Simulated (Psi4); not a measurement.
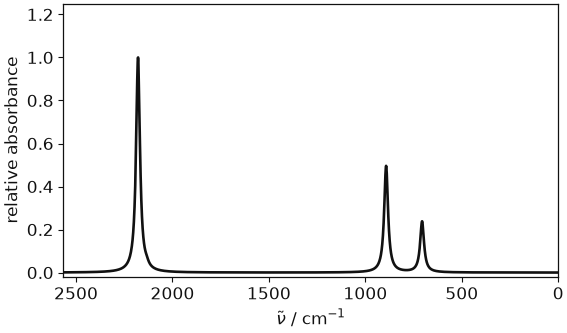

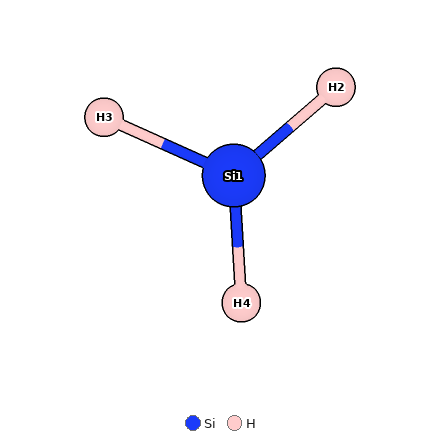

Infrared spectrum of SiH₃, SMILES [SiH3], doublet. Unscaled harmonic wavenumbers and double-harmonic intensities, PBE/def2-SVP (dispersion D3(BJ)), Psi4, at a geometry relaxed at this level, isolated molecule. Modes within 2 cm⁻¹ of each other count as one line, with their intensities summed. Lorentzian lines of 24 cm⁻¹ full width. Close modes add up in the curve.

Question: List the modes.

Answer:
```
       cm⁻¹  km/mol
      705.7    49.9
 892.2 (×2)   104.5
     2133.6     2.8
2178.4 (×2)   211.3
```

Caveats: double-zeta basis.
